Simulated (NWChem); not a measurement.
# UPBE0/jorge-TZP run of GeH3O (SMILES [O][GeH3])

What is the vertical ionisation energy of GeH3O at UPBE0/jorge-TZP? 

Program for the calculation: NWChem 7.3.0.

## 1. The structure to begin with

GeH3O: 5 atoms, total charge 0, spin state doublet. As SMILES, `[O][GeH3]`. Geometry: relaxed at PBE0-D4/def2-TZVP.

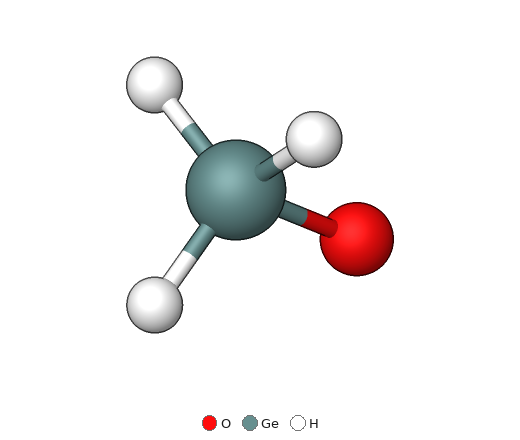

The structure, seen from a chosen angle (oxygen red, germanium teal, hydrogen white).

## 2. A single-point energy at UPBE0/jorge-TZP

calc.nw

```
start calc
title "GeH3O"
memory total 2200 mb
charge 0
geometry noautosym nocenter noautoz
   O    -1.443900    0.418600    0.777300
   Ge    0.072300   -0.056300   -0.056900
   H    -0.162200   -0.091200   -1.574700
   H     0.548000   -1.418100    0.471500
   H     1.035700    1.073400    0.341400
end
basis spherical bse
   O library jorge-TZP
   Ge library jorge-TZP
   H library jorge-TZP
end
dft
   xc pbe0
   mult 2
   grid fine
   convergence energy 1e-08
   maxiter 100
   mulliken
   print low
end
task dft energy
```

Launch:

```sh
$ nwchem calc.nw > calc.out
```

Standard output:

```text
[...]
 d= 0,ls=0.0,diis     1  -2153.4146112283 -2.27D+03  1.14D-02  1.40D+00     5.7
[...]
 d= 0,ls=0.0,diis    15  -2153.6214861215 -1.41D-09  4.93D-08  5.13D-11    70.0
[...]
         Total DFT energy =    -2153.621486121536
      One electron energy =    -3227.324546651144
           Coulomb energy =     1048.186960685113
    Exchange-Corr. energy =      -88.393789805739
 Nuclear repulsion energy =      113.909889650234
[...]
      Total Density - Mulliken Population Analysis
     ---------------------------------------------
    Atom       Charge   Shell Charges
 -----------   ------   -------------------------------------------------------
    1 O    8     8.49   0.58  1.38  0.16  0.98  0.86  1.77  1.75  1.00  0.00  0.01  0.00
    2 Ge  32    31.00   0.54  0.84  0.55  0.38  1.66  1.15  0.85  0.87  0.35  5.69  1.14  4.99  0.54  1.20  0.23  5.56  3.34  1.12  0.00  0.00  0.00
    3 H    1     1.18   0.22  0.62  0.30  0.01  0.02  0.00
    4 H    1     1.18   0.22  0.62  0.30  0.01  0.02  0.00
    5 H    1     1.16   0.22  0.61  0.30  0.01  0.02  0.00
[...]
      <S2> =      0.7541 (Exact =     0.7500)
[...]
```

It took 71 s on 1 thread of Intel Xeon Platinum 8488C (Sapphire Rapids), shared host; peak memory 0.14 GiB.

## 3. The singlet cation at the same level

test.nw

```
start test
title "GeH3O"
memory 2200 mb
charge 1

geometry units angstrom noautosym nocenter noautoz
  O       -1.443900       0.418600       0.777300
  Ge       0.072300      -0.056300      -0.056900
  H       -0.162200      -0.091200      -1.574700
  H        0.548000      -1.418100       0.471500
  H        1.035700       1.073400       0.341400
end

basis "ao basis" spherical bse
  * library jorge-TZP
end

dft
  xc pbe0
  grid fine
  convergence energy 1e-08
  maxiter 100
  mulliken
  noprint "final vectors analysis"
end

task dft energy
```

Launch:

```sh
$ nwchem test.nw > test.out
```

Standard output:

```text
[...]
          Wavefunction type:  closed shell.
          No. of atoms     :     5
          No. of electrons :    42
[...]
          Charge           :     1
          Spin multiplicity:     1
[...]
          AO basis - number of functions:   138
[...]
              XC Information
              --------------
                         PBE0 Method XC Functional
                     Hartree-Fock (Exact) Exchange  0.250
          PerdewBurkeErnzerhof Exchange Functional  0.750
            Perdew 1991 LDA Correlation Functional  1.000 local
           PerdewBurkeErnz. Correlation Functional  1.000 non-local
[...]
 d= 0,ls=0.0,diis     1  -2152.4905422812 -2.27D+03  1.69D-02  3.12D+01     4.9
[...]
 d= 0,ls=0.5,diis    34  -2153.1534018355 -7.11D-09  3.06D-07  6.68D-08   125.9
         Total DFT energy =    -2153.153401840204
      One electron energy =    -3214.847865688491
           Coulomb energy =     1035.761486453448
    Exchange-Corr. energy =      -87.976912255394
 Nuclear repulsion energy =      113.909889650234
[...]
      Total Density - Mulliken Population Analysis
     ---------------------------------------------
    Atom       Charge   Shell Charges
 -----------   ------   -------------------------------------------------------
    1 O    8     8.14   0.58  1.38  0.16  1.04  0.82  1.69  1.68  0.77  0.00  0.02  0.00
    2 Ge  32    30.98   0.54  0.84  0.55  0.38  1.66  1.15  0.85  0.93  0.34  5.69  1.14  4.99  0.53  1.25  0.13  5.56  3.34  1.11  0.00  0.00  0.00
    3 H    1     1.00   0.21  0.58  0.18  0.01  0.01  0.00
    4 H    1     1.00   0.21  0.58  0.18  0.01  0.02  0.00
    5 H    1     0.89   0.19  0.52  0.15  0.01  0.03  0.00
[...]
```

Run time: 2.2 min. Hardware: 1 thread of Intel Xeon Platinum 8488C (Sapphire Rapids), shared host; peak memory 0.13 GiB.

## 4. Summary of results

Level: UPBE0/jorge-TZP.

```
                                          quantity           value
                       doublet GeH3O: total energy  -2153.62149 Eh
                               doublet GeH3O: ⟨S²⟩           0.754
                      singlet cation: total energy  -2153.15340 Eh
vertical ionisation energy (to the singlet cation)       12.737 eV
```

What this shows: The vertical ionisation energy comes to 12.74 eV (1229 kJ/mol). Only the singlet of the ionised species was computed; a triplet could lie lower.
